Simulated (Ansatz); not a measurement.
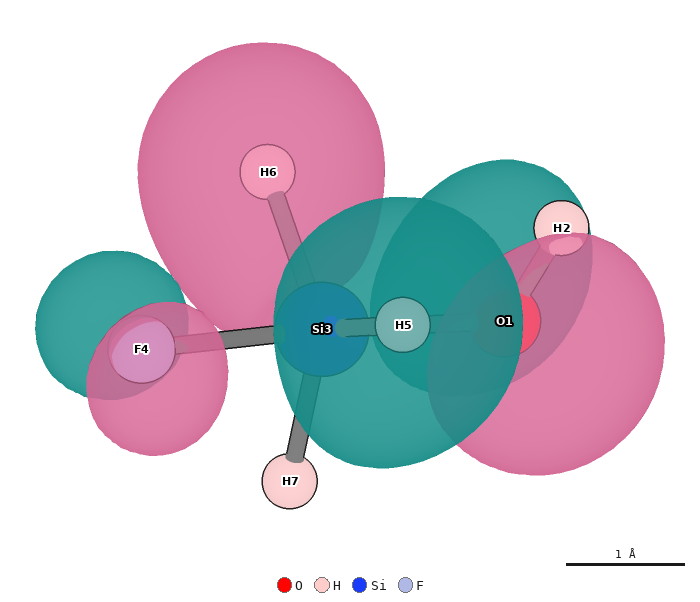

*FH₄OSi (charge −1). The HOMO at ±0.08 Å⁻³ᐟ² (teal and pink are the two phases), seen at a tilt.*

Geometry: PBE0-D4/def2-TZVP.

Method: RKS PBE0-D4/def2-TZVPPD in Ansatz.

```yaml
atoms:
  - { symbol: O, position_ang: [0.4012, -0.7171, -1.2567] }
  - { symbol: H, position_ang: [-0.2609, -0.4705, -1.9057] }
  - { symbol: Si, position_ang: [0.0429, 0.0767, 0.3115] }
  - { symbol: F, position_ang: [-0.2121, 0.7990, 1.8819] }
  - { symbol: H, position_ang: [0.0936, 1.4678, -0.2932] }
  - { symbol: H, position_ang: [-1.3350, -0.5529, 0.4038] }
  - { symbol: H, position_ang: [1.2703, -0.6031, 0.8585] }
```

Where does this orbital lie, and at what energy?

By Hirshfeld shares it lies mainly on O1 (about 45 %), Si3 (about 15 %), H6 (about 15 %), H5 (about 15 %) and F4 (about 10 %). Its energy is −2.09 eV.
